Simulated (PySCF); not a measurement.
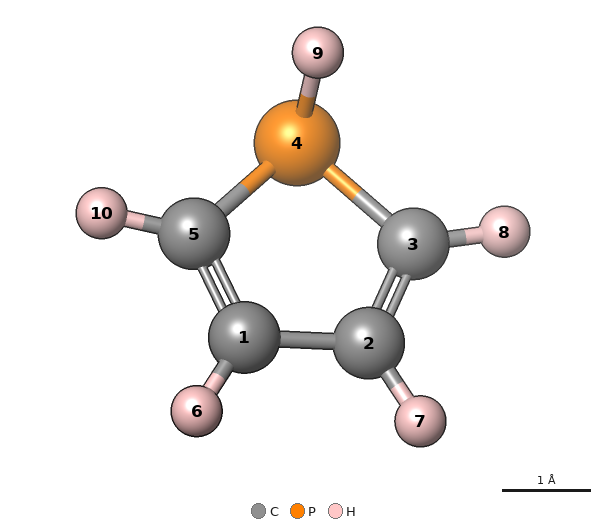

Orthographic view. Depth is shown by fading: the farther an atom, the more it takes the colour of the background. The computed structure is the end point of a PBE0-D3(BJ)/def2-SVP optimisation. No frequency run is at hand to confirm it as a minimum.

Write a MOL file (V2000) with the atoms in numerical order, bonds sorted by atom number with the orders drawn, and coordinates in the frame of the picture: x right, y up, z towards the viewer, origin at the mean position.

```
C4H5P
                    3D

 10 10  0  0  0  0  0  0  0  0999 V2000
   -0.7000   -0.8500    0.3800 C   0  0  0  0  0  0  0  0  0  0  0  0
    0.7200   -0.9200    0.1000 C   0  0  0  0  0  0  0  0  0  0  0  0
    1.2300    0.2200   -0.4400 C   0  0  0  0  0  0  0  0  0  0  0  0
   -0.1000    1.3800   -0.8200 P   0  0  0  0  0  0  0  0  0  0  0  0
   -1.2800    0.3400    0.0700 C   0  0  0  0  0  0  0  0  0  0  0  0
   -1.2500   -1.7000    0.8100 H   0  0  0  0  0  0  0  0  0  0  0  0
    1.3100   -1.8100    0.3000 H   0  0  0  0  0  0  0  0  0  0  0  0
    2.2700    0.3600   -0.7300 H   0  0  0  0  0  0  0  0  0  0  0  0
    0.1400    2.4100    0.1400 H   0  0  0  0  0  0  0  0  0  0  0  0
   -2.3400    0.5700    0.1900 H   0  0  0  0  0  0  0  0  0  0  0  0
  1  2  1  0
  1  5  2  0
  1  6  1  0
  2  3  2  0
  2  7  1  0
  3  4  1  0
  3  8  1  0
  4  5  1  0
  4  9  1  0
  5 10  1  0
M  END
```
